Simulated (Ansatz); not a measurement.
Frozen-phonon scan for CuAu (CuAu type, space group P4/mmm)

Starting cell, CuAu (CuAu type, space group P4/mmm):

```yaml
crystal:
  lattice:
    - [2.86058, 0.00000, 0.00000]
    - [0.00000, 2.86058, 0.00000]
    - [0.00000, 0.00000, 7.10362]
  atoms:
    - { symbol: Cu, position: [0.50000, 0.50000, 0.25000] }
    - { symbol: Cu, position: [0.50000, 0.50000, 0.75000] }
    - { symbol: Au, position: [0.00000, 0.00000, 0.00000] }
    - { symbol: Au, position: [0.00000, 0.00000, 0.50000] }
```

The atoms are displaced by Q × the pattern below (from a DFPT mode at Z = (0.0, 0.0, 0.5), largest move 1; Q in Å), at fixed cell. (q is in reciprocal vectors of the primitive cell; the cell shown is doubled to hold the pattern.)

| atom | x | y | z |
|---|---|---|---|
| Cu1 | 0.000 | 0.000 | -1.000 |
| Cu2 | 0.000 | 0.000 | 1.000 |

Atoms not listed stay in place.

These are r2SCAN (plane waves to 500 eV, PAW, scalar-relativistic; Ansatz, a program for electronic structure) values and carry that method's errors. k mesh 16×16×7 (Γ-centred), Fermi-Dirac smearing 0.05 eV. E stands for the smeared free energy. With partly filled bands, energies and forces of such displacements shift with the k mesh and the smearing. CuAu is run without spin polarisation. CuAu was relaxed with its symmetry unable to fall. Spin-orbit coupling is left out, though Au is heavy. ΔE is measured from the undisplaced structure.

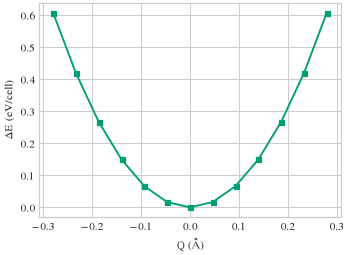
ΔE (eV/cell) against Q (Å); markers are the computed points, lines only join them.

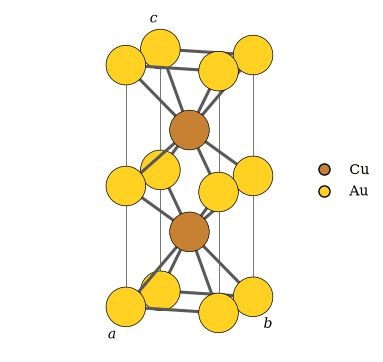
*The cell of the calculation at Q = -0.280 Å.*

The energy at Q = 0.280 Å is 608 meV/cell. Symmetry of the curve: even: the same for both signs. Harmonic wavenumber from the curvature (finite differences): 181 cm⁻¹. Space group of the distorted cell: P4/mmm (No. 123), the same type in a doubled cell. Wavenumber by perturbation theory (DFPT, on another k mesh): 181 cm⁻¹.

E″ = 15.24 eV/Å², M = Σ mᵢ|uᵢ|² = 127.1 u, ν̃ = 521.5·√(|E″|/M).

(A displaced cell: forces are minus the slopes of the energy, force constants its curvatures, and phonons follow from these.)
